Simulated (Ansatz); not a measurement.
# UCCSD(T)/cc-pVTZ run of AlNH3 (SMILES [NH2][AlH])

Aim: the electronic atomisation energy of AlNH3 at UCCSD(T)/cc-pVTZ, from 4 runs. 

The calculation is run with Ansatz 0.2.0.

41 further runs of the same task are left out: 41 set aside as unsound or not needed.

## Step 1: The molecule

AlNH3 has 5 atoms, charge 0, and is taken as a doublet. SMILES: `[NH2][AlH]`. The shape is that of a PBE0-D4/def2-TZVP optimisation. This is one conformer, not always the lowest.

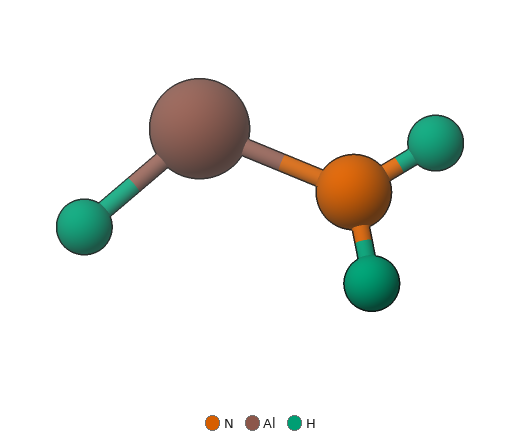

Viewed from a chosen angle; nitrogen orange, aluminium brown, hydrogen teal.

## Step 2: The energy at UCCSD(T)/cc-pVTZ

Input file in.yaml:

```yaml
crystal:
  periodic: [false, false, false]
  atoms:
    - {symbol: N, position_ang: [-0.116600, -0.660800, 0.175100]}
    - {symbol: Al, position_ang: [0.836600, 0.833900, 0.120800]}
    - {symbol: H, position_ang: [0.148500, -1.505300, 0.655500]}
    - {symbol: H, position_ang: [-1.010300, -0.782800, -0.277400]}
    - {symbol: H, position_ang: [0.191800, 2.041400, -0.715400]}
basis:
  gaussian: {orbitals: cc-pVTZ}
magnetization: {spin_polarized: true, initial_magnetization: 1}
correlation: {method: ccsd_t, frozen_orbitals: {Al: 5, H: 0, "N": 1}}
accuracy: high
scf: {omitted_lower_state_checks: [cluster_reference, increment]}
```

Started as:

```bash
$ ansatz run in.yaml --threads 1 --pin off --max-ram 3480MiB --events-out events.jsonl --progress --plain --runs-dir runs
```

The program printed:

```text
Warning: RAYON_NUM_THREADS=1 ignored (pool sized by the plan → 1); use --threads N
Functional definition: HF
  name "HF"
  exchange = exact_x
  correlation = 0
these checks for a lower state are left out or cut short: cluster_reference, increment
1796 factors; integrals over basis functions are off by at most 2.9e-9 eV
mean field evaluation 1: about -8109.3847 eV, gradient 2.7e1 eV
mean field evaluation 2: about -8109.3906 eV, gradient 2.7e1 eV
mean field evaluation 4: about -8112.7930 eV, gradient 2.3e0 eV
mean field evaluation 8: about -8112.9028 eV, gradient 1.7e-1 eV
mean field -8112.90377358 eV, -298.1437145554 hartree, gradient 3.5e-8 eV, S^2 0.754964; 0 other end points of the search recorded, 0 dependent functions left out
6 core orbitals not correlated: weight in the atoms' cores, before any rotation towards them, 1.000 or more for the frozen orbitals, at most 0.000 for the correlated occupied ones
reference -8112.90377358 eV, -298.1437145554 hartree; 6, 5 occupied and 94, 95 virtual orbitals, 1796 factors
second order -7.65253599 eV of doubles, -0.00000000 eV of singles
cycle   1  -7.90287676 eV  change   -2.5e-1 eV  update   6.3e-2
cycle   2  -8.12228669 eV  change   -2.2e-1 eV  update   2.3e-2
cycle   3  -8.17196575 eV  change   -5.0e-2 eV  update   1.2e-2
cycle   4  -8.16702099 eV  change    4.9e-3 eV  update   4.4e-3
cycle   5  -8.16721763 eV  change   -2.0e-4 eV  update   2.1e-3
cycle   6  -8.16732332 eV  change   -1.1e-4 eV  update   7.1e-4
cycle   7  -8.16724277 eV  change    8.1e-5 eV  update   2.6e-4
cycle   8  -8.16732518 eV  change   -8.2e-5 eV  update   1.1e-4
cycle   9  -8.16732667 eV  change   -1.5e-6 eV  update   4.5e-5
cycle  10  -8.16732076 eV  change    5.9e-6 eV  update   1.7e-5
cycle  11  -8.16732903 eV  change   -8.3e-6 eV  update   5.8e-6
cycle  12  -8.16732737 eV  change    1.7e-6 eV  update   2.0e-6
cycle  13  -8.16732844 eV  change   -1.1e-6 eV  update   8.3e-7
cycle  14  -8.16732846 eV  change   -2.4e-8 eV  update   3.2e-7
cycle  15  -8.16732834 eV  change    1.2e-7 eV  update   1.3e-7
cycle  16  -8.16732836 eV  change   -1.7e-8 eV  update   5.8e-8
cycle  17  -8.16732837 eV  change   -1.1e-8 eV  update   2.9e-8
cycle  18  -8.16732837 eV  change   4.6e-11 eV  update   1.8e-8
cycle  19  -8.16732849 eV  change   -1.2e-7 eV  update   8.6e-8
cycle  20  -8.16732853 eV  change   -4.1e-8 eV  update   2.3e-8
cycle  21  -8.16732853 eV  change   -6.9e-9 eV  update   7.1e-9
cycle  22  -8.16732854 eV  change   -2.3e-9 eV  update   3.1e-9
cycle  23  -8.16732854 eV  change  -2.6e-10 eV  update   1.4e-9
perturbative correction -0.29176632 eV, -0.0107222144 hartree
Total energy: -8121.36286844 eV, -298.4545805575 hartree
Checks for a lower state left out: cluster_reference, increment
```

It took 30 s on 1 thread of Intel Xeon 6975P-C (Granite Rapids), shared host; peak memory 1.6 GiB.

## Step 3: The Al atom, same level

Input file in.yaml:

```yaml
crystal:
  periodic: [false, false, false]
  atoms:
    - {symbol: Al, position_ang: [0.000000, 0.000000, 0.000000]}
basis:
  gaussian:
    orbitals: cc-pVTZ
magnetization:
  spin_polarized: true
  initial_magnetization: 1
correlation:
  method: ccsd_t
  frozen_orbitals: {Al: 5}
accuracy: high
scf:
  omitted_lower_state_checks: [cluster_reference, increment]
```

Run the same way, it converges to -241.93120 Eh (log not shown).

## Step 4: The H atom: the energy at UHF/cc-pVTZ

Input file input.yaml:

```yaml
crystal:
  periodic: [false, false, false]
  atoms:
    - {symbol: H, position_ang: [0.000000, 0.000000, 0.000000]}
basis:
  gaussian: {orbitals: cc-pVTZ}
magnetization: {spin_polarized: true, initial_magnetization: 1}
hamiltonian: {xc: hf}
accuracy: high
```

Run the same way, it converges to -0.49981 Eh (log not shown).

## Step 5: The N atom

Input file run.yaml:

```yaml
crystal:
  periodic: [false, false, false]
  atoms:
    - {symbol: N, position_ang: [0.000000, 0.000000, 0.000000]}
basis:
  gaussian: {orbitals: cc-pVTZ}
magnetization: {spin_polarized: true, initial_magnetization: 3}
correlation: {method: ccsd_t, frozen_orbitals: {"N": 1}}
accuracy: high
scf: {omitted_lower_state_checks: [cluster_reference, increment]}
```

Run the same way, it converges to -54.51471 Eh (log not shown).

## Step 6: Summary of results

Level: UCCSD(T)/cc-pVTZ, 6 core orbitals frozen.

```
                                             quantity          value
                               molecule: total energy  -298.45458 Eh
molecule: correlation energy (6 core orbitals frozen)     -310.9 mEh
                             molecule: (T) correction     -10.72 mEh
          molecule: ⟨S²⟩ of the reference determinant          0.755
                              molecule: T1 diagnostic          0.015
                                Al atom: total energy  -241.93120 Eh
 Al atom: correlation energy (5 core orbitals frozen)      -52.2 mEh
                              Al atom: (T) correction      -1.14 mEh
           Al atom: ⟨S²⟩ of the reference determinant          0.770
                               Al atom: T1 diagnostic          0.018
                                 H atom: total energy    -0.49981 Eh
                                         H atom: ⟨S²⟩          0.750
                                 N atom: total energy   -54.51471 Eh
   N atom: correlation energy (1 core orbital frozen)     -114.0 mEh
                               N atom: (T) correction      -2.28 mEh
            N atom: ⟨S²⟩ of the reference determinant          3.756
                                N atom: T1 diagnostic          0.005
                        electronic atomisation energy      13.857 eV
```

Taking the molecule apart into free atoms costs 13.86 eV (1337 kJ/mol), before zero-point energy and without spin-orbit coupling. The triples (molecule) make up 3.4 % of the correlation energy. The triples (Al atom) make up 2.2 % of the correlation energy. The triples (N atom) make up 2.0 % of the correlation energy.
